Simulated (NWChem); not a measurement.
# Energy and gradient calculation, with input and output: BF2

- system: BF2, multiplicity 2
- method: HF/def2-SVP, UHF (NWChem 7.3.0)

The geometry comes from this level: PBE0-D4/def2-TZVP.

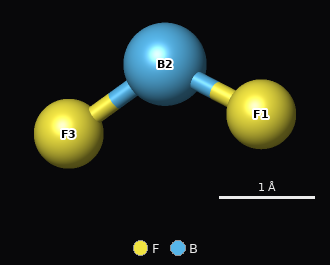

The input geometry (ball-and-stick view, seen at a tilt; atoms are numbered from 1 in the order of the input).

## Input file
```
start bf2
memory stack 880 mb heap 220 mb global 1100 mb

geometry noautosym nocenter noautoz
 F        0.513100      -1.044300       0.160000
 B        0.279000       0.240500       0.181300
 F       -0.802900       0.738900      -0.354600
end

basis spherical bse
 F library def2-SVP
 B library def2-SVP
end

scf
 doublet
 uhf
 thresh 1e-08
 maxiter 80
 noprint "final vectors analysis"
end

task scf gradient
```

Machine: 1 thread of Intel Xeon (Granite Rapids), 128 GiB of memory available, shared host.

Launch command:
```bash
nwchem bf2.nw > bf2.out
```

## Output
```
Northwest Computational Chemistry Package (NWChem) 7.3.0
             --------------------------------------------------------

           Job information
           ---------------

    nwchem branch   = 7.3.0
    use scalapack   = T
    input           = bf2.nw
    prefix          = bf2.
    data base       = ./bf2.db
    status          = startup
    nproc           =        1

           Memory information
           ------------------

    heap     =     28835836 doubles =      220.0 Mbytes
    stack    =    115343361 doubles =      880.0 Mbytes
    global   =    144179200 doubles =     1100.0 Mbytes (distinct from heap & stack)
    total    =    288358397 doubles =     2200.0 Mbytes
    verify   = yes
    hardfail = no

           Directory information
           ---------------------

  0 permanent = .
  0 scratch   = .

                                NWChem Input Module
                                -------------------

 Scaling coordinates for geometry "geometry" by  1.889725989
 (inverse scale =  0.529177249)

                             Geometry "geometry" -> ""
                             -------------------------

 Output coordinates in angstroms (scale by  1.889725989 to convert to a.u.)

  No.       Tag          Charge          X              Y              Z
 ---- ---------------- ---------- -------------- -------------- --------------
    1 F                    9.0000     0.51310000    -1.04430000     0.16000000
    2 B                    5.0000     0.27900000     0.24050000     0.18130000
    3 F                    9.0000    -0.80290000     0.73890000    -0.35460000

      Atomic Mass
      -----------

      F                 18.998400
      B                 11.009310

 Effective nuclear repulsion energy (a.u.)      55.3022883035

            Nuclear Dipole moment (a.u.)
            ----------------------------
        X                 Y               Z
 ---------------- ---------------- ----------------
    -2.2926155693    -2.9217053509    -1.5966294878

            XYZ format geometry
            -------------------
     3
 geometry
 F                     0.51310000    -1.04430000     0.16000000
 B                     0.27900000     0.24050000     0.18130000
 F                    -0.80290000     0.73890000    -0.35460000

 ==============================================================================
                                internuclear distances
 ------------------------------------------------------------------------------
       center one      |      center two      | atomic units |  angstroms
 ------------------------------------------------------------------------------
    2 B                |   1 F                |     2.46822  |     1.30613
    3 F                |   2 B                |     2.46832  |     1.30618
 ------------------------------------------------------------------------------
                         number of included internuclear distances:          2
 ==============================================================================

 ==============================================================================
                                 internuclear angles
 ------------------------------------------------------------------------------
        center 1       |       center 2       |       center 3       |  degrees
 ------------------------------------------------------------------------------
    1 F                |   2 B                |   3 F                |   121.14
 ------------------------------------------------------------------------------
                            number of included internuclear angles:          1
 ==============================================================================

                      Basis "ao basis" -> "" (spherical)
                      -----
  [basis functions not shown]

 Summary of "ao basis" -> "" (spherical)
 ------------------------------------------------------------------------------
       Tag                 Description            Shells   Functions and Types
 ---------------- ------------------------------  ------  ---------------------
 F                          def2-SVP                 6       14   3s2p1d
 B                          def2-SVP                 6       14   3s2p1d

                                 NWChem SCF Module
                                 -----------------

  ao basis        = "ao basis"
  functions       =    42
  atoms           =     3
  alpha electrons =    12
  beta  electrons =    11
  charge          =   0.00
  wavefunction    = UHF
  input vectors   = atomic
  output vectors  = ./bf2.movecs
  use symmetry    = F
  symmetry adapt  = F

 Summary of "ao basis" -> "ao basis" (spherical)
 ------------------------------------------------------------------------------
       Tag                 Description            Shells   Functions and Types
 ---------------- ------------------------------  ------  ---------------------
 F                          def2-SVP                 6       14   3s2p1d
 B                          def2-SVP                 6       14   3s2p1d

 Forming initial guess at       0.0s

      Superposition of Atomic Density Guess
      -------------------------------------

 Sum of atomic energies:        -223.08901740

      Non-variational initial energy
      ------------------------------

 Total energy =    -223.632900
 1-e energy   =    -419.836098
 2-e energy   =     140.900910
 HOMO         =      -0.151446
 LUMO         =       0.088766

 Starting SCF solution at       0.1s

 ----------------------------------------------
         Quadratically convergent UHF

 Convergence threshold     :          1.000E-08
 Maximum no. of iterations :           80
 Integral*density screening:          1.000E-10
 ----------------------------------------------

              iter       energy          gnorm     gmax       time
             ----- ------------------- --------- --------- --------
                 1     -223.3660772226  7.02D-01  2.04D-01      0.1
                 2     -223.4250465689  2.15D-01  5.99D-02      0.3
                 3     -223.4353014056  1.07D-02  2.94D-03      0.5
                 4     -223.4353305190  4.60D-05  9.82D-06      0.9
                 5     -223.4353305194  1.00D-09  4.15D-10      1.4

       Final UHF  results
       ------------------

         Total SCF energy =   -223.435330519432
      One electron energy =   -420.901061631416
      Two electron energy =    142.163442808479
 Nuclear repulsion energy =     55.302288303504

                       Sz =      0.5000
                 Sz(Sz+1) =      0.7500
                      S^2 =      0.7521

        Time for solution =      1.4s

          Final alpha eigenvalues
          -----------------------

              1
    1  -26.3277
    2  -26.3277
    3   -7.7622
    4   -1.6446
    5   -1.6156
    6   -0.8382
    7   -0.7924
    8   -0.7551
    9   -0.7326
   10   -0.6760
   11   -0.6758
   12   -0.4102
   13    0.1142
   14    0.2432
   15    0.2553
   16    0.3388
   17    0.4322
   18    0.6620
   19    0.7109
   20    1.2227
   21    1.2380
   22    1.3188

          Final beta eigenvalues
          ----------------------

              1
    1  -26.3240
    2  -26.3240
    3   -7.7369
    4   -1.6336
    5   -1.6048
    6   -0.8270
    7   -0.7739
    8   -0.7302
    9   -0.7177
   10   -0.6791
   11   -0.6650
   12    0.0718
   13    0.1634
   14    0.2621
   15    0.2841
   16    0.4501
   17    0.4587
   18    0.6760
   19    0.7714
   20    1.2809
   21    1.2949
   22    1.3360

 center of mass
 --------------
 x =  -0.09386290 y =  -0.12163584 z =  -0.06559619

 moments of inertia (a.u.)
 ------------------
         123.927958000962          74.524262336446         -26.572583582126
          74.524262336446          75.575017317011          27.788986221380
         -26.572583582126          27.788986221380         176.804834385634

  Mulliken analysis of the total density
  --------------------------------------

    Atom       Charge   Shell Charges
 -----------   ------   -------------------------------------------------------
    1 F    9     9.20   1.99  1.13  0.74  3.36  1.98  0.01
    2 B    5     4.60   1.99  0.74  0.23  1.22  0.20  0.22
    3 F    9     9.20   1.99  1.13  0.74  3.36  1.98  0.01

  Mulliken analysis of the alpha density
  --------------------------------------

    Atom       Charge   Shell Charges
 -----------   ------   -------------------------------------------------------
    1 F    9     4.61   1.00  0.57  0.36  1.69  0.98  0.00
    2 B    5     2.79   1.00  0.50  0.24  0.79  0.15  0.12
    3 F    9     4.61   1.00  0.57  0.36  1.69  0.98  0.00

   Mulliken analysis of the beta density
   -------------------------------------

    Atom       Charge   Shell Charges
 -----------   ------   -------------------------------------------------------
    1 F    9     4.59   1.00  0.56  0.37  1.66  1.00  0.00
    2 B    5     1.81   0.99  0.24 -0.01  0.43  0.05  0.11
    3 F    9     4.59   1.00  0.56  0.37  1.66  1.00  0.00

   Mulliken analysis of the spin density
   -------------------------------------

    Atom       Charge   Shell Charges
 -----------   ------   -------------------------------------------------------
    1 F    9     0.01   0.00  0.01 -0.01  0.03 -0.02  0.00
    2 B    5     0.98   0.00  0.27  0.25  0.35  0.10  0.01
    3 F    9     0.01   0.00  0.01 -0.01  0.03 -0.02  0.00

       Multipole analysis of the density wrt the origin
       ------------------------------------------------

     L   x y z        total         alpha         beta         nuclear
     -   - - -        -----         -----         ----         -------
     0   0 0 0     -0.000000    -12.000000    -11.000000     23.000000

     1   1 0 0      0.174594      0.614338      1.852871     -2.292616
     1   0 1 0      0.161829      0.984593      2.098941     -2.921705
     1   0 0 1      0.114734      0.450629      1.260734     -1.596629

     2   2 0 0    -11.861884    -22.644784    -19.787143     30.570043
     2   1 1 0      0.876502     17.292118     18.674878    -35.090495
     2   1 0 1     -0.839686     -7.237589     -6.294205     12.692107
     2   0 2 0    -12.691061    -34.428722    -31.892663     53.630324
     2   0 1 1      0.184503      6.154589      7.042530    -13.012616
     2   0 0 2    -10.585850     -9.045923     -6.990867      5.450940

                              NWChem Gradients Module
                              -----------------------

  wavefunction    =   UHF

                         UHF ENERGY GRADIENTS

    atom               coordinates                        gradient
                 x          y          z           x          y          z
   1 F       0.969618  -1.973441   0.302356    0.003612  -0.008918   0.000943
   2 B       0.527234   0.454479   0.342607    0.003559   0.003255   0.002334
   3 F      -1.517261   1.396319  -0.670097   -0.007171   0.005663  -0.003277

                 ----------------------------------------
                 |  Time  |  1-e(secs)   |  2-e(secs)   |
                 ----------------------------------------
                 |  CPU   |       0.00   |       0.15   |
                 ----------------------------------------
                 |  WALL  |       0.00   |       0.15   |
                 ----------------------------------------

 Task  times  cpu:        1.6s     wall:        1.6s
 Total times  cpu:        1.6s     wall:        1.6s
```

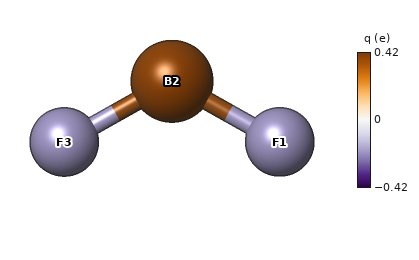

Mulliken charges, as the colour of each atom (ball-and-stick view, seen on its broad side; atoms are numbered from 1 in the order of the input). By element: F −0.20 and B +0.40 e.

## Summary

```json
{"quantity": "outcome", "value": "converged"}
{"quantity": "total energy", "value": "−223.435331 hartree"}
{"quantity": "basis functions", "value": "42"}
{"quantity": "largest force", "value": "0.499 eV/Å"}
{"quantity": "⟨S²⟩", "value": "0.752"}
{"quantity": "dipole moment", "value": "0.67 D"}
{"quantity": "wall time", "value": "2.3 s"}
{"quantity": "peak memory", "value": "0.097 GiB"}
```
